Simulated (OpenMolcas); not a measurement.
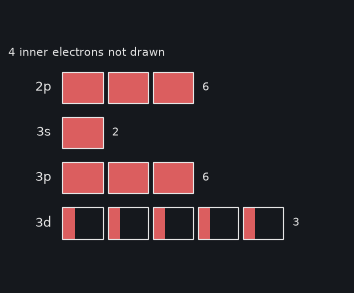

The outer shells of the leading configuration of the lowest level: a box for each of the 2l + 1 orbitals, shaded by the share of the shell that is filled, with the electron count at the right.

**Multiconfigurational calculation: V²⁺ complex (part 1 of 2)**

- system: V²⁺ with 6 ligands (F; octahedron, 1.99 Å), neutralised by 6 outer point charges of +0.67 e, whose field is part of the energies.
- method: state-averaged CASSCF, active space 3 electrons in the shell 3d, basis ANO-RCC-VTZP on the metal and ANO-RCC-VDZP on the ligands, DKH2 scalar Hamiltonian, spin-orbit coupling by RASSI with atomic mean-field integrals (OpenMolcas)

**Log (extracts)**
```
--- SEWARD ---
Basis set label: V.ANO-RCC...6S5P3D2F1G.

      Electronic valence basis set:
      ------------------
      Associated Effective Charge  23.000000 au
      Associated Actual Charge     23.000000 au
      Nuclear Model: Point charge

      Shell  nPrim  nBasis  Cartesian Spherical Contaminant
         s      21       6        X
         p      15       5        X
         d      10       3                 X
         f       6       2                 X
         g       4       1                 X
                  Relativistic Douglas-Kroll-Hess integrals:
                    - DKH order of Hamiltonian: 2
                    - DKH order of Properties : 0
                  Atomic mean-field integrals
--- RASSCF ---
Wave function specifications:
      -----------------------------

      Number of closed shell electrons          78
      Number of electrons in active shells       3
      Max number of holes in RAS1 space          0
      Max nr of electrons in RAS3 space          0
      Number of inactive orbitals               39
      Number of active orbitals                  5
      Number of secondary orbitals              99
      Spin quantum number                      1.5
      State symmetry                             1
Orbital specifications:
      -----------------------

      Symmetry species                           1   2
                                                ag  au
      Frozen orbitals                            0   0
      Inactive orbitals                         18  21
      Active orbitals                            5   0
      RAS1 orbitals                              0   0
      RAS2 orbitals                              5   0
      RAS3 orbitals                              0   0
      Secondary orbitals                        49  50
      Deleted orbitals                           0   0
      Number of basis functions                 72  71
      Number of CSFs                            10
      Number of root(s) required                10
      Iter CI   SX   CI       RASSCF       Energy    max ROT     max BLB   max BLB  Level Ln srch  Step   QN
          iter iter root      energy       change     param      element    value   shift minimum  type update
 Nr of preliminary CI iterations:   1
      Total energies have been shifted. Add                -1000.00 au
        1   1   13    0  -545.98961747    0.00E+00  -5.40E-02    7  48 1 -3.45E-01*  1.06   0.00    SX    NO
        2   1   13    0  -546.73416729   -7.45E-01* -2.53E-02    6  47 1 -7.21E-02*  1.12   0.00    SX    NO
        3   1   12    0  -546.78958366   -5.54E-02* -1.19E-02    5  46 1  3.89E-02*  1.13   0.00    SX    NO
        4   1   11    0  -546.79971783   -1.01E-02* -6.39E-03   18  21 1  1.83E-02*  1.14   0.00    SX    NO
        5   1   11    0  -546.80331194   -3.59E-03* -8.84E-03   21  24 2 -1.28E-02*  1.14   2.50    LS   YES
        6   1   11    0  -546.80566006   -2.35E-03*  4.47E-03    9  22 2 -9.79E-03*  1.14   1.27    QN   YES
        7   1   11    0  -546.80631004   -6.50E-04* -4.32E-03    9  22 2 -6.01E-03*  1.14   2.00    LS   YES
        8   1   10    0  -546.80652568   -2.16E-04*  2.31E-03   18  21 1 -5.61E-03*  1.14   1.03    QN   YES
        9   1   10    0  -546.80674071   -2.15E-04*  1.78E-03   18  21 1 -2.66E-03*  1.14   1.78    LS   YES
       10   1   10    0  -546.80679182   -5.11E-05* -7.02E-04   15  64 1  2.32E-03*  1.13   1.01    QN   YES
       11   1    9    0  -546.80681374   -2.19E-05* -7.64E-04    6  30 1 -1.28E-03*  1.13   2.09    LS   YES
       12   1    9    0  -546.80682194   -8.20E-06*  2.63E-04    6  30 1 -5.57E-04*  1.13   1.00    QN   YES
       13   1    8    0  -546.80682390   -1.96E-06*  3.00E-04    6  30 1 -3.78E-04*  1.13   2.14    LS   YES
       14   1    8    0  -546.80682475   -8.54E-07* -1.13E-04    3  34 2 -2.17E-04*  1.13   1.09    QN   YES
       15   1    7    0  -546.80682516   -4.04E-07* -5.70E-05   18  44 2  8.58E-05   1.13   1.51    LS   YES
       16   1    7    0  -546.80682521   -5.87E-08*  3.46E-05    6  24 1 -6.86E-05   1.13   1.08    QN   YES
       17   1    7    0  -546.80682527   -5.57E-08*  3.00E-05    6  24 1 -4.57E-05   1.13   1.57    QN   YES
       18   1    6    0  -546.80682529   -1.72E-08* -6.75E-06    6  24 1 -1.60E-05   1.13   1.09    QN   YES
       19   1    5    0  -546.80682529   -6.25E-09   5.68E-06    6  24 1 -8.48E-06   1.13   1.03    QN   YES
      Convergence after 19 iterations
       20   1    5    0  -546.80682529   -5.65E-10   5.68E-06   18  34 2 -2.29E-06   1.13   1.03    QN   YES
      Natural orbitals and occupation numbers for root  1
      sym 1:   1.000000   1.000000   0.000000   1.000000   0.000000
      Natural orbitals and occupation numbers for root  2
      sym 1:   1.000000   0.999971   0.000029   0.000029   0.999971
      Natural orbitals and occupation numbers for root  3
      sym 1:   1.000000   0.000020   0.999980   0.999980   0.000020
::    RASSCF root number  1 Total energy:  -1546.89560122
::    RASSCF root number  2 Total energy:  -1546.83813512
::    RASSCF root number  3 Total energy:  -1546.83813512
::    RASSCF root number  4 Total energy:  -1546.83813512
::    RASSCF root number  5 Total energy:  -1546.80402372
::    RASSCF root number  6 Total energy:  -1546.80402372
::    RASSCF root number  7 Total energy:  -1546.80402372
::    RASSCF root number  8 Total energy:  -1546.74872506
::    RASSCF root number  9 Total energy:  -1546.74872506
::    RASSCF root number 10 Total energy:  -1546.74872506
--- RASSCF ---
Wave function specifications:
      -----------------------------

      Number of closed shell electrons          78
      Number of electrons in active shells       3
      Max number of holes in RAS1 space          0
      Max nr of electrons in RAS3 space          0
      Number of inactive orbitals               39
      Number of active orbitals                  5
      Number of secondary orbitals              99
      Spin quantum number                      0.5
      State symmetry                             1
Orbital specifications:
      -----------------------

      Symmetry species                           1   2
                                                ag  au
      Frozen orbitals                            0   0
      Inactive orbitals                         18  21
      Active orbitals                            5   0
      RAS1 orbitals                              0   0
      RAS2 orbitals                              5   0
      RAS3 orbitals                              0   0
      Secondary orbitals                        49  50
      Deleted orbitals                           0   0
      Number of basis functions                 72  71
      Number of CSFs                            40
      Number of root(s) required                40
      Iter CI   SX   CI       RASSCF       Energy    max ROT     max BLB   max BLB  Level Ln srch  Step   QN
          iter iter root      energy       change     param      element    value   shift minimum  type update
 Nr of preliminary CI iterations:   1
      Total energies have been shifted. Add                -1000.00 au
        1   1   11    0  -546.71220868    0.00E+00  -8.75E-03   21  27 1 -9.86E-03*  1.11   0.00    SX    NO
        2   1   10    0  -546.71309502   -8.86E-04*  4.59E-03    9  34 2 -6.70E-03*  1.10   0.00    SX    NO
        3   1   10    0  -546.71339627   -3.01E-04*  3.22E-03   15  21 1  3.13E-03*  1.10   0.00    SX    NO
        4   1   10    0  -546.71352938   -1.33E-04*  2.27E-03   15  21 1  2.12E-03*  1.10   0.00    SX    NO
        5   1    9    0  -546.71359367   -6.43E-05*  3.34E-03   15  21 1  1.42E-03*  1.10   2.50    LS   YES
        6   1    8    0  -546.71364796   -5.43E-05*  2.09E-03   21  33 1 -6.31E-04*  1.10   1.63    LS   YES
        7   1    9    0  -546.71365750   -9.55E-06* -6.23E-04    6  45 1 -6.24E-04*  1.10   1.01    QN   YES
        8   1    8    0  -546.71366114   -3.64E-06* -9.30E-04    7  32 2  3.15E-04*  1.10   2.50    LS   YES
        9   1    8    0  -546.71366334   -2.20E-06* -1.86E-04    6  45 1  1.81E-04*  1.10   1.07    QN   YES
       10   1    7    0  -546.71366374   -3.97E-07* -1.91E-04    6  45 1  1.27E-04*  1.10   2.03    LS   YES
       11   1    7    0  -546.71366391   -1.74E-07* -6.89E-05    9  34 2 -8.16E-05   1.10   1.25    QN   YES
       12   1    6    0  -546.71366396   -4.50E-08*  1.69E-05    9  44 2 -3.18E-05   1.10   1.18    QN   YES
       13   1    5    0  -546.71366397   -7.82E-09   5.53E-06   10  24 1 -1.35E-05   1.10   1.07    QN   YES
      Convergence after 13 iterations
       14   1    5    0  -546.71366397   -3.41E-09   5.53E-06   10  24 1 -9.00E-06   1.10   1.07    QN   YES
      Natural orbitals and occupation numbers for root  1
      sym 1:   0.997578   0.994557   0.043812   0.952332   0.011721
      Natural orbitals and occupation numbers for root  2
      sym 1:   0.965400   0.968421   0.011721   1.010646   0.043812
      Natural orbitals and occupation numbers for root  3
      sym 1:   0.962641   0.994743   0.034582   0.989581   0.018453
::    RASSCF root number  1 Total energy:  -1546.81860837
::    RASSCF root number  2 Total energy:  -1546.81860837
::    RASSCF root number  3 Total energy:  -1546.81490570
::    RASSCF root number  4 Total energy:  -1546.81490570
::    RASSCF root number  5 Total energy:  -1546.81490570
::    RASSCF root number  6 Total energy:  -1546.78650856
::    RASSCF root number  7 Total energy:  -1546.78650856
::    RASSCF root number  8 Total energy:  -1546.78650856
::    RASSCF root number  9 Total energy:  -1546.77306001
::    RASSCF root number 10 Total energy:  -1546.76005060
::    RASSCF root number 11 Total energy:  -1546.76005060
::    RASSCF root number 12 Total energy:  -1546.76005060
::    RASSCF root number 13 Total energy:  -1546.75692360
::    RASSCF root number 14 Total energy:  -1546.75692360
::    RASSCF root number 15 Total energy:  -1546.75692360
::    RASSCF root number 16 Total energy:  -1546.74845827
::    RASSCF root number 17 Total energy:  -1546.74845827
::    RASSCF root number 18 Total energy:  -1546.73154178
::    RASSCF root number 19 Total energy:  -1546.73154178
::    RASSCF root number 20 Total energy:  -1546.73154178
::    RASSCF root number 21 Total energy:  -1546.70308303
::    RASSCF root number 22 Total energy:  -1546.70308303
::    RASSCF root number 23 Total energy:  -1546.70308303
::    RASSCF root number 24 Total energy:  -1546.69971722
::    RASSCF root number 25 Total energy:  -1546.69971722
::    RASSCF root number 26 Total energy:  -1546.69971722
::    RASSCF root number 27 Total energy:  -1546.68931620
::    RASSCF root number 28 Total energy:  -1546.68070899
::    RASSCF root number 29 Total energy:  -1546.68070899
::    RASSCF root number 30 Total energy:  -1546.68070899
```

(Continued in part 2.) Outcome of the run: converged.
